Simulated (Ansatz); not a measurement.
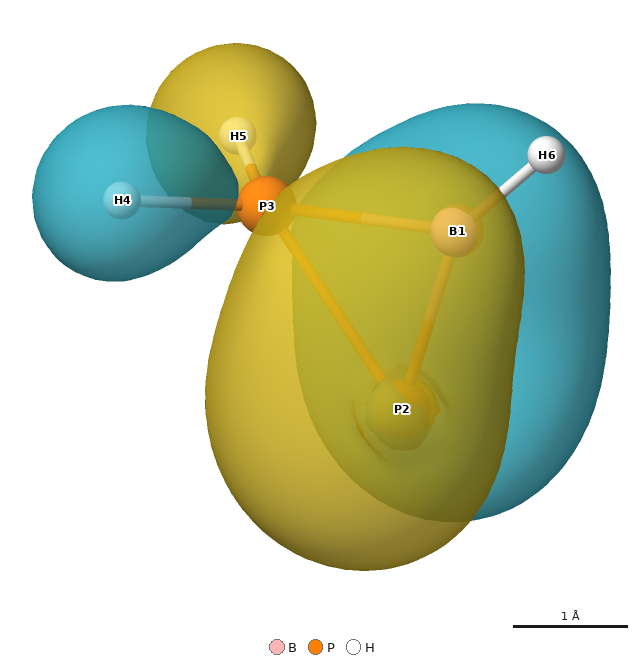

Figure. BH$_{3}$P$_{2}$. The HOMO at ±0.08 Å⁻³ᐟ² (yellow and cyan are the two phases), seen at a tilt.

Geometry: PBE-D3(BJ)/def2-SVP.

Method: isolated molecule in a Gaussian basis; Kohn-Sham density functional theory, functional PBE0 in Ansatz.

| atom | x (Å) | y (Å) | z (Å) |
| --- | --- | --- | --- |
| B | 0.6438 | -0.2762 | -0.3605 |
| P | 1.3538 | -1.0793 | 1.0937 |
| P | 0.1179 | 0.6846 | 1.1806 |
| H | 0.6648 | 1.9204 | 1.6488 |
| H | -1.1561 | 0.6355 | 1.8286 |
| H | 0.4835 | -0.2158 | -1.5526 |

**Where does this orbital lie, and at what energy?**

It lies mainly on P2 (about 55 %), B1 (about 25 %) and P3 (about 15 %). Its energy is −7.04 eV.
